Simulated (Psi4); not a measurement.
# Run report: BHF$_{2}$, single-point calculation

- system: BHF$_{2}$, SMILES FBF
- method: FNO-CCSD/6-31+G**, RHF (Psi4 1.11)

The geometry comes from this level: PBE0-D4/def2-TZVP.

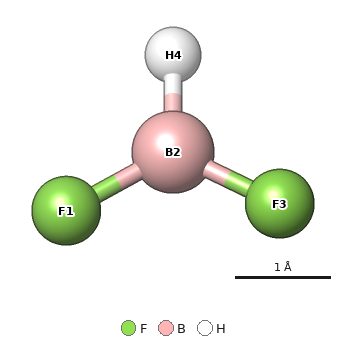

*The structure (ball-and-stick view, seen at a tilt; atoms are numbered from 1 in the order of the input).*

Bond lengths as drawn: B–F 1.31 Å and B–H 1.19 Å.

**Input file (input.json)**
```
{
 "schema_name": "qcschema_input",
 "schema_version": 1,
 "molecule": {
  "schema_name": "qcschema_molecule",
  "schema_version": 2,
  "symbols": ["F", "B", "F", "H"],
  "geometry": [2.18131087, 0.86341587, -0.68389188, -0.00359048, -0.05858151, 0.0476211, -2.070006, 0.9990982, -0.8294008, -0.10771439, -1.80393256, 1.46567158],
  "molecular_charge": 0,
  "molecular_multiplicity": 1
 },
 "driver": "energy",
 "model": {
  "method": "fno-ccsd",
  "basis": "6-31+G**"
 },
 "keywords": {
  "scf_type": "df",
  "cc_type": "df",
  "occ_tolerance": 3e-05
 }
}
```

Hardware: 1 thread of AMD EPYC (Zen 5), 16 GiB of memory available, shared host.

Launched with:
```bash
psi4 --qcschema input.json -n 1 --memory 1600MB
```

**Log**
```
Psi4 1.11 release

    For method 'FNO-CCSD', SCF Algorithm Type (re)set to DISK_DF.

   => Loading Basis Set <=

    Name: 6-31+G**
    Role: ORBITAL
    Keyword: BASIS

         ---------------------------------------------------------
                                   SCF
                              RHF Reference
                        1 Threads,   1525 MiB Core
         ---------------------------------------------------------

  ==> Geometry <==

    Molecular point group: c1
    Full point group: C1

    Geometry (in Bohr), charge = 0, multiplicity = 1:

       Center              X                  Y                   Z               Mass
    ------------   -----------------  -----------------  -----------------  -----------------
         F            2.141991252829     0.205163286096    -0.149066380260    18.998403162730
         B           -0.042910097171    -0.716834093904     0.582446599740    11.009305360000
         F           -2.109325617171     0.340845616096    -0.294575300260    18.998403162730
         H           -0.147034007171    -2.462185143904     2.000497079740     1.007825032230

  Running in c1 symmetry.

  Rotational constants: A =      2.47849  B =      0.34987  C =      0.30659 [cm^-1]
  Rotational constants: A =  74303.28517  B =  10488.92028  C =   9191.42545 [MHz]
  Nuclear repulsion =   61.888554693034997

  Charge       = 0
  Multiplicity = 1
  Electrons    = 24
  Nalpha       = 12
  Nbeta        = 12

  ==> Algorithm <==

  SCF Algorithm Type is DISK_DF.
  DIIS enabled.
  MOM disabled.
  Fractional occupation disabled.
  Guess Type is SAD.
  Energy threshold   = 1.00e-08
  Density threshold  = 1.00e-08
  Integral threshold = 1.00e-12

  ==> Primary Basis <==

  Basis Set: 6-31+G**
    Blend: 6-31+G**
    Number of shells: 27
    Number of basis functions: 62
    Number of Cartesian functions: 62
    Spherical Harmonics?: false
    Max angular momentum: 2

   => Loading Basis Set <=

    Name: (6-31+G** AUX)
    Role: JKFIT
    Keyword: DF_BASIS_SCF

  ==> Integral Setup <==

  ==> DiskDFJK: Density-Fitted J/K Matrices <==

    J tasked:                  Yes
    K tasked:                  Yes
    wK tasked:                  No
    Integrals threads:           1
    Memory [MiB]:             1144
    Algorithm:                Core
    Integral Cache:           SAVE
    Schwarz Cutoff:          1E-12
    Fitting Condition:       1E-10

   => Auxiliary Basis Set <=

  Basis Set: (6-31+G** AUX)
    Blend: HEAVY-AUG-CC-PVDZ-JKFIT
    Number of shells: 93
    Number of basis functions: 328
    Number of Cartesian functions: 328
    Spherical Harmonics?: false
    Max angular momentum: 3

  Minimum eigenvalue in the overlap matrix is 2.7730809820E-03.
  Reciprocal condition number of the overlap matrix is 3.6237469391E-04.
    Using symmetric orthogonalization.

  ==> Pre-Iterations <==

  SCF Guess: Superposition of Atomic Densities via on-the-fly atomic UHF (no occupation information).

   -------------------------
    Irrep   Nso     Nmo
   -------------------------
     A         62      62
   -------------------------
    Total      62      62
   -------------------------

  ==> Iterations <==

                           Total Energy        Delta E     RMS |[F,P]|

   @DF-RHF iter SAD:  -223.33595222016208   -2.23336e+02   0.00000e+00
   @DF-RHF iter   1:  -224.22512699473052   -8.89175e-01   6.18707e-03 ADIIS/DIIS
   @DF-RHF iter   2:  -224.25649339573260   -3.13664e-02   3.84629e-03 ADIIS/DIIS
   @DF-RHF iter   3:  -224.27290967145944   -1.64163e-02   2.54122e-04 ADIIS/DIIS
   @DF-RHF iter   4:  -224.27308193533747   -1.72264e-04   4.25981e-05 DIIS
   @DF-RHF iter   5:  -224.27308838606757   -6.45073e-06   1.20218e-05 DIIS
   @DF-RHF iter   6:  -224.27308897823409   -5.92167e-07   1.87686e-06 DIIS
   @DF-RHF iter   7:  -224.27308899250957   -1.42755e-08   3.23381e-07 DIIS
   @DF-RHF iter   8:  -224.27308899293644   -4.26866e-10   6.40751e-08 DIIS
   @DF-RHF iter   9:  -224.27308899294636   -9.91918e-12   2.89948e-08 DIIS
   @DF-RHF iter  10:  -224.27308899294817   -1.81899e-12   5.62447e-09 DIIS
  Energy and wave function converged.

  ==> Post-Iterations <==

    Orbital Energies [Eh]
    ---------------------

    Doubly Occupied:

       1A    -26.339468     2A    -26.339428     3A     -7.730098
       4A     -1.659903     5A     -1.628076     6A     -0.833920
       7A     -0.771848     8A     -0.752381     9A     -0.722410
      10A     -0.668535    11A     -0.661382    12A     -0.561993

    Virtual:

      13A      0.061108    14A      0.066651    15A      0.077854
      16A      0.078119    17A      0.177589    18A      0.307066
      19A      0.324501    20A      0.330864    21A      0.352365
      22A      0.357707    23A      0.360746    24A      0.366875
      25A      0.411906    26A      0.443405    27A      0.524824
      28A      0.564943    29A      0.685913    30A      0.736926
      31A      0.896888    32A      1.088033    33A      1.133037
      34A      1.400582    35A      1.461389    36A      1.728839
      37A      1.743827    38A      1.790806    39A      1.829665
      40A      1.850805    41A      1.865414    42A      1.876955
      43A      1.972096    44A      2.015694    45A      2.101509
      46A      2.111157    47A      2.140404    48A      2.167800
      49A      2.220085    50A      2.261518    51A      2.263048
      52A      2.472166    53A      2.737748    54A      2.758415
      55A      3.028618    56A      3.075018    57A      3.464311
      58A      3.620747    59A      3.738387    60A      3.973774
      61A      5.430661    62A      5.434597

    Final Occupation by Irrep:
              A
    DOCC [    12 ]
    NA   [    12 ]
    NB   [    12 ]

  @DF-RHF Final Energy:  -224.27308899294817

   => Energetics <=

    Nuclear Repulsion Energy =             61.8885546930349975
    One-Electron Energy =                -434.9844011034252844
    Two-Electron Energy =                 148.8227574174420909
    Total Energy =                       -224.2730889929481748

Computation Completed

Properties will be evaluated at   0.000000,   0.000000,   0.000000 [a0]

Properties computed using the SCF density matrix

 Multipole Moments:

 ------------------------------------------------------------------------------------
     Multipole            Electronic (a.u.)      Nuclear  (a.u.)        Total (a.u.)
 ------------------------------------------------------------------------------------

 L = 1.  Multiply by 2.5417464519 to convert [e a0] to [Debye]
 Dipole X            :          0.0454604           -0.0675938           -0.0221334
 Dipole Y            :          0.7658984           -1.1322755           -0.3663771
 Dipole Z            :         -0.6222476            0.9199550            0.2977074
 Magnitude           :                                                    0.4726010

 ------------------------------------------------------------------------------------

	total time  =          1 seconds =       0.02 minutes
  Constructing Basis Sets for FNOCC...

   => Loading Basis Set <=

    Name: (6-31+G** AUX)
    Role: JKFIT
    Keyword: DF_BASIS_SCF

   => Loading Basis Set <=

    Name: (6-31+G** AUX)
    Role: RIFIT
    Keyword: DF_BASIS_CC

        *******************************************************
        *                                                     *
        *                       DF-CCSD                       *
        *                 Density-fitted CCSD                 *
        *                                                     *
        *                                                     *
        *******************************************************

  ==> 3-index integrals <==

 => Primary Basis Set <=

  Basis Set: 6-31+G**
    Blend: 6-31+G**
    Number of shells: 27
    Number of basis functions: 62
    Number of Cartesian functions: 62
    Spherical Harmonics?: false
    Max angular momentum: 2

 => Auxiliary Basis Set <=

  Basis Set: (6-31+G** AUX)
    Blend: HEAVY-AUG-CC-PVDZ-RI
    Number of shells: 72
    Number of basis functions: 230
    Number of Cartesian functions: 273
    Spherical Harmonics?: true
    Max angular momentum: 3

  DFTensor Memory: Qso construction needs 0.014 GiB; user supplied 1.416 GiB.
    Number of auxiliary functions:         230

  ==> Frozen Natural Orbitals <==

        Doubles contribution to MP2 energy in full space:      -0.441884558110

        Cutoff for significant NO occupancy: 3.000e-05

        Number of virtual orbitals in original space:     50
        Number of virtual orbitals in truncated space:    43

  ==> Memory <==

        Total memory available:              1.490 [GiB]
        CCSD memory requirements:            0.021 [GiB]
            3-index integrals:               0.006 [GiB]
            CCSD intermediates:              0.016 [GiB]

  ==> Input parameters <==

        Freeze core orbitals?                  no
        Use frozen natural orbitals?          yes
        r_convergence:                  1.000e-07
        e_convergence:                  1.000e-06
        Number of DIIS vectors:                 8
        Number of frozen core orbitals:         0
        Number of active occupied orbitals:    12
        Number of active virtual orbitals:     43
        Number of frozen virtual orbitals:      7

  Begin singles and doubles coupled cluster iterations

   Iter  DIIS          Energy       d(Energy)          |d(T)|     time
      0   0 1   -0.4408282867   -0.4408282867    0.2773147131        0
      1   1 1   -0.4362317863    0.0045965004    0.0666943754        0
      2   2 1   -0.4483387088   -0.0121069225    0.0206809600        0
      3   3 1   -0.4497454005   -0.0014066917    0.0097735236        0
      4   4 1   -0.4496546376    0.0000907629    0.0019081741        0
      5   5 1   -0.4496329216    0.0000217160    0.0007464320        0
      6   6 1   -0.4496423073   -0.0000093857    0.0001952803        1
      7   7 1   -0.4496370909    0.0000052165    0.0000472066        0
      8   8 1   -0.4496366202    0.0000004707    0.0000106894        0
      9   8 2   -0.4496369182   -0.0000002980    0.0000029486        0
     10   8 3   -0.4496368436    0.0000000746    0.0000008908        0
     11   8 4   -0.4496368654   -0.0000000218    0.0000002748        0
     12   8 5   -0.4496368625    0.0000000029    0.0000000594        0

  CCSD iterations converged!

        T1 diagnostic:                        0.013542641829
        D1 diagnostic:                        0.050124528549

        OS MP2 FNO correction:               -0.000965444108
        SS MP2 FNO correction:               -0.000090827319
        MP2 FNO correction:                  -0.001056271427

        OS MP2 correlation energy:           -0.323032177705
        SS MP2 correlation energy:           -0.118852380405
        MP2 correlation energy:              -0.441884558110
      * MP2 total energy:                  -224.714973551058

        OS CCSD correlation energy:          -0.345246277374
        SS CCSD correlation energy:          -0.105446856549
        CCSD correlation energy:             -0.450693133924
      * CCSD total energy:                 -224.723782126872

  Total time for CCSD iterations:       1.30 s (user)
                                        0.13 s (system)
                                           1 s (total)

  Time per iteration:                   0.11 s (user)
                                        0.01 s (system)
                                        0.08 s (total)

	total time  =          1 seconds =       0.02 minutes

	total time  =          1 seconds =       0.02 minutes

    Psi4 run time: 0:00:02.38
```

**File result.json**
```
{
 "driver": "energy",
 "model": {
  "method": "fno-ccsd",
  "basis": "6-31+G**"
 },
 "success": true,
 "return_result": -224.7237821268717,
 "properties": {
  "calcinfo_nbasis": 62,
  "calcinfo_nmo": 62,
  "calcinfo_nalpha": 12,
  "calcinfo_nbeta": 12,
  "calcinfo_natom": 4,
  "nuclear_repulsion_energy": 61.888554693035,
  "return_energy": -224.7237821268717,
  "scf_one_electron_energy": -434.9844011034253,
  "scf_two_electron_energy": 148.8227574174421,
  "scf_dipole_moment": [-0.022133421483467447, -0.36637706068803566, 0.29770736507249973],
  "scf_total_energy": -224.27308899294817,
  "scf_iterations": 10,
  "mp2_same_spin_correlation_energy": -0.11885238040484972,
  "mp2_opposite_spin_correlation_energy": -0.32303217770478193,
  "mp2_singles_energy": 0.0,
  "mp2_doubles_energy": -0.4418845581096317,
  "mp2_correlation_energy": -0.4418845581096317,
  "mp2_total_energy": -224.7149735510578,
  "ccsd_same_spin_correlation_energy": -0.10544685654931828,
  "ccsd_opposite_spin_correlation_energy": -0.3452462773742158,
  "ccsd_singles_energy": 0.0,
  "ccsd_doubles_energy": -0.4506931339235341,
  "ccsd_correlation_energy": -0.4506931339235341,
  "ccsd_total_energy": -224.7237821268717,
  "ccsd_iterations": 13
 }
}
```

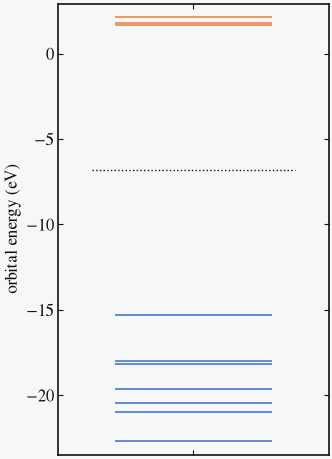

*Orbital energies near the frontier (SCF reference); the dotted line parts filled from empty levels, and levels within 0.02 eV of each other stand side by side.*

Highest filled −15.29 eV, lowest empty 1.66 eV, 16.95 eV apart.

**Results in brief**

- outcome: converged
- total energy: −224.723782 hartree
- SCF energy: −224.273089 hartree
- MP2 energy: −224.714974 hartree
- CCSD energy: −224.723782 hartree
- correlation energy: −0.450693 hartree
- basis functions: 62
- T1 diagnostic: 0.014
- HOMO of the SCF reference: −15.29 eV
- LUMO of the SCF reference: 1.66 eV
- wall time: 3.3 s
- peak memory: 0.2 GiB
